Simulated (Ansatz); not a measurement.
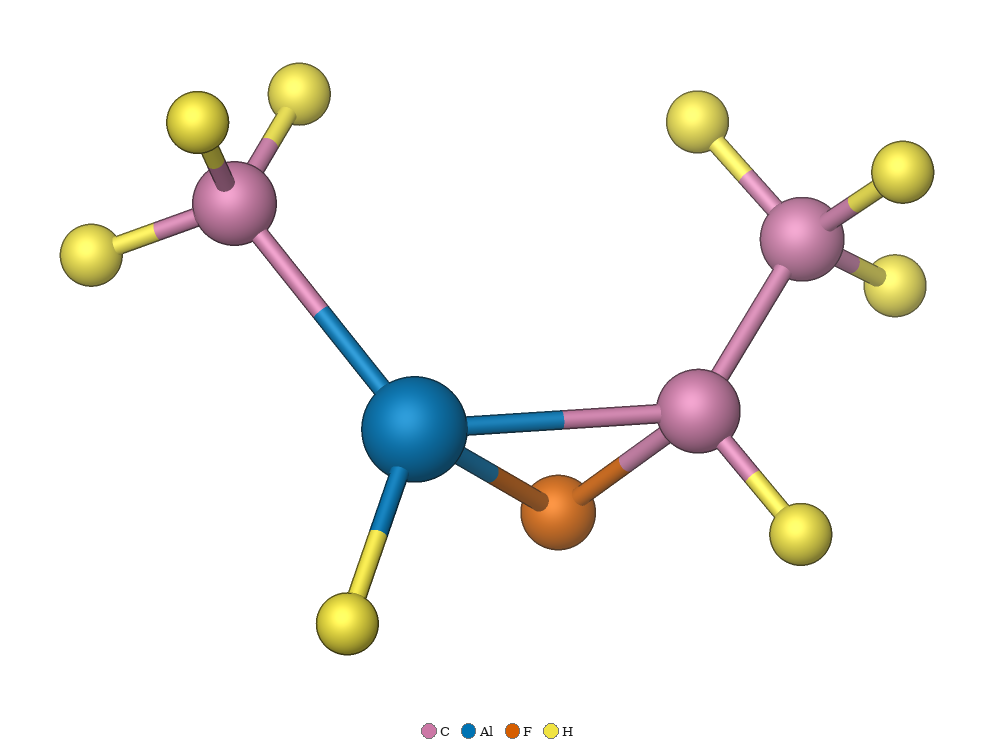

Ball-and-stick drawing of a structure.

The geometry was computed by an optimisation with PBE0-D4/def2-TZVP.

> Which formula does it have?

C3H8AlF, 13 atoms: 3 carbon, 8 hydrogen, 1 aluminium and 1 fluorine.

> How many bonds of each kind are drawn?

7 C–H, 2 C–Al, 1 C–F, 1 Al–H, 1 Al–F, 1 C–C. Sticks follow a distance rule.

> Give the symmetry (Schoenflies symbol).

C1.

More results for the same structure follow; atom numbers are the same in all pictures, views and colours differ.

## Shape

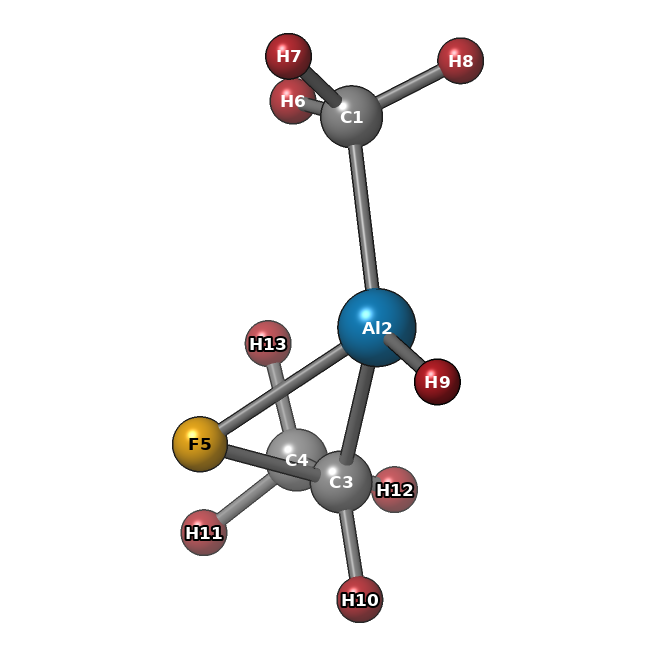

C4 lies behind C3. The molecule seen a little off the C3–C4 bond, C3 in front. Distant atoms are faded towards the background colour.

> What is the torsion angle Al2–C3–C4–H11? The sign is positive where the front bond must turn clockwise to cover the back bond.

−133°, anticlinal. The bonds about C3–C4 are eclipsed.

## Vibrations

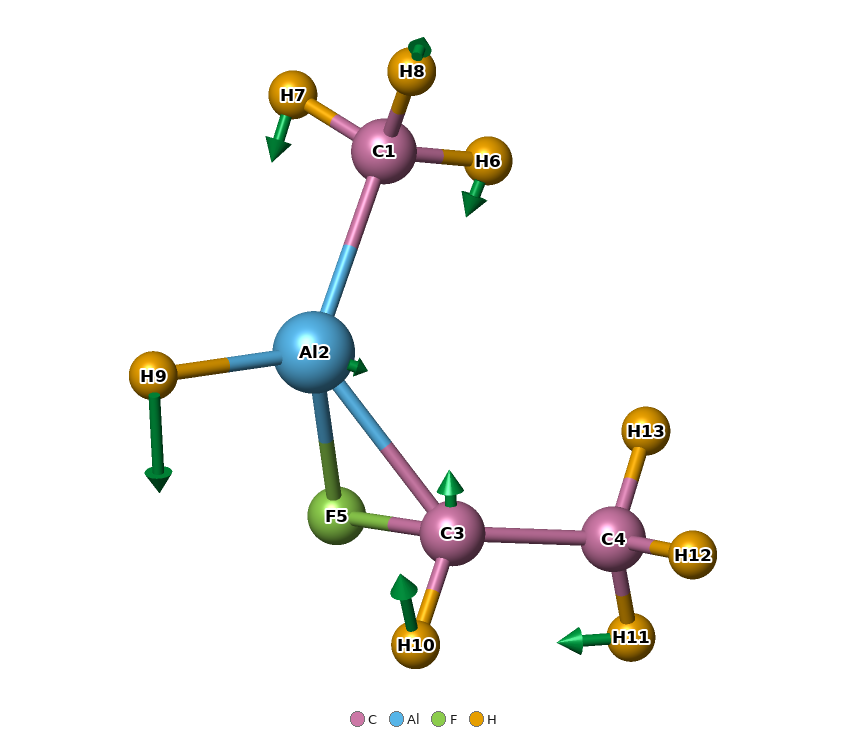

The arrows show one normal mode. Harmonic vibrations computed with RKS PBE0-D4/def2-TZVP (Ansatz 0.2.0) at a stationary point of the same level.

> At what wavenumber does it lie?

546 cm⁻¹; it is mode 9 of 33 counted from the lowest.

## Dipole moment

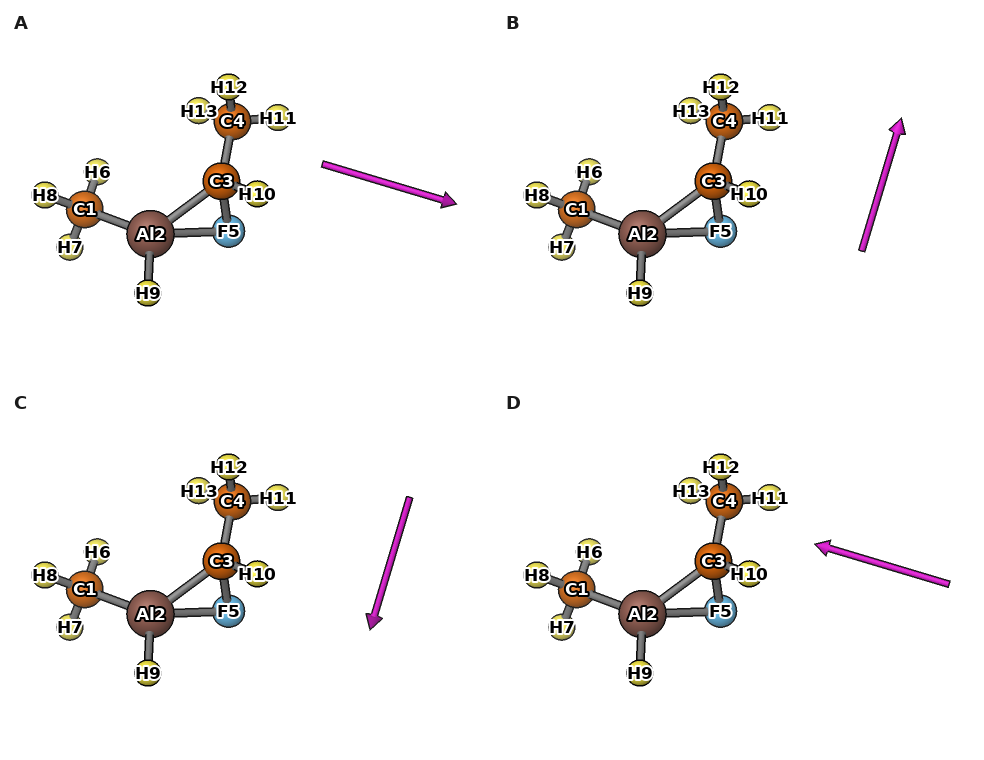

The same molecule four times, each with an arrow. Properties computed with RKS PBE0-D4/def2-TZVP (Ansatz 0.2.0).

> Which arrow points along the dipole moment, from the negative to the positive end?

B. The dipole moment is 2.02 D; it points from the side of H7, H9 to the side of H12 (the outermost atoms at the two ends).

## Charges

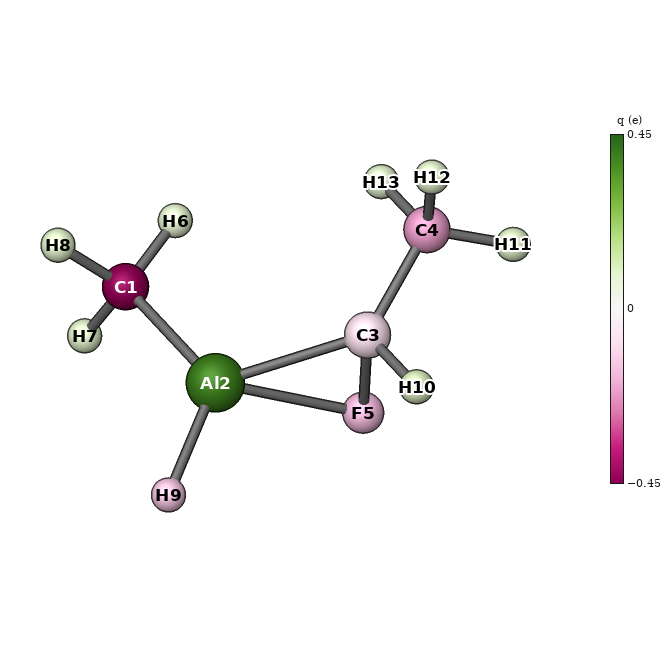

Atoms are coloured by their Mulliken charges. Level of theory: RKS PBE-D4/def2-TZVPP (Ansatz 0.2.0).

> Which atom carries the highest charge (most positive or least negative)?

Al2 (0.40 e).

> And the lowest?

C1 (−0.44 e).

Give the Mulliken charges atom by atom.

```tsv
atom	value (e)
C1	−0.44
Al2	0.40
C3	−0.08
C4	−0.21
F5	−0.17
H6	0.08
H7	0.09
H8	0.09
H9	−0.14
H10	0.11
H11	0.09
H12	0.09
H13	0.09
```

Mulliken values depend strongly on the basis set and can even reverse the polarity of a bond.
